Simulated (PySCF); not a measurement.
Input

```
{"job": {"kind": "nmr", "xc": "PBE0", "basis": "pcSseg-1"}, "charge": 0, "multiplicity": 1}
S     -2.547153     1.821849    -0.497551
Si    -2.503957     0.166741     0.871770
C     -1.323708    -1.172854     0.191937
C      0.039769    -0.606853    -0.038359
C      0.422352    -0.162041    -1.299323
C      1.669673     0.402818    -1.501554
C      2.552706     0.533796    -0.443753
C      2.181093     0.095065     0.816595
C      0.933405    -0.465247     1.017748
H     -1.258657     1.783109    -0.808758
H     -3.878665    -0.306725     0.918415
H     -2.025098     0.654061     2.162369
H     -1.274626    -1.988970     0.912304
H     -1.724136    -1.576778    -0.738826
H     -0.259193    -0.270350    -2.132222
H      1.950441     0.740539    -2.488675
H      3.526213     0.974106    -0.599659
H      2.865112     0.191477     1.647093
H      0.644625    -0.804494     2.002989
```

Launched as:

```sh
OMP_NUM_THREADS=1 python probes_run.py task.json out
```

Geometry: GFN2-xTB.

Method: PySCF 2.14.0, PBE0/pcSseg-1, SCF density, gas phase, non-relativistic.

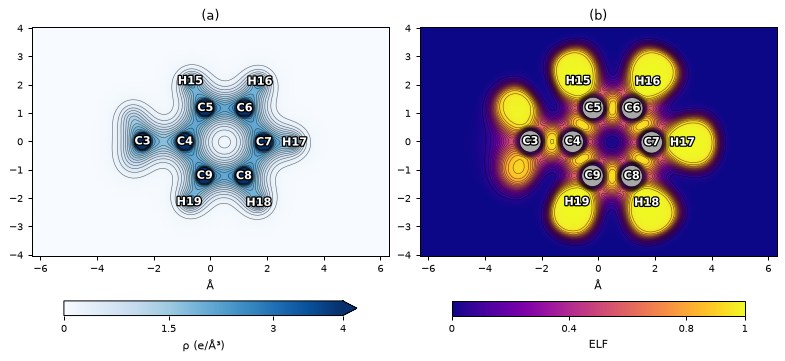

C7H10SSi. (a) total electron density; (b) electron localisation function on the plane of atoms C4, C9 and H19. Grey discs cover the atomic cores in the ELF map.

Question: Read the bonding off the picture.

Answer: Atoms in the plane: C and H.
C–C (1.38 Å): ρ is about 2.1 e/Å³ halfway; the ELF peaks at about 0.95 between the atoms: a covalent bond.
C–H (1.08 Å): ρ at the midpoint is about 2 e/Å³; the ELF climbs to about 1 towards the hydrogen, as it does in any bond to H; a covalent bond by its length.
C–C (1.49 Å): the density is about 1.7 e/Å³ at the midpoint; the ELF peaks at about 0.95 between the atoms (a covalent bond).
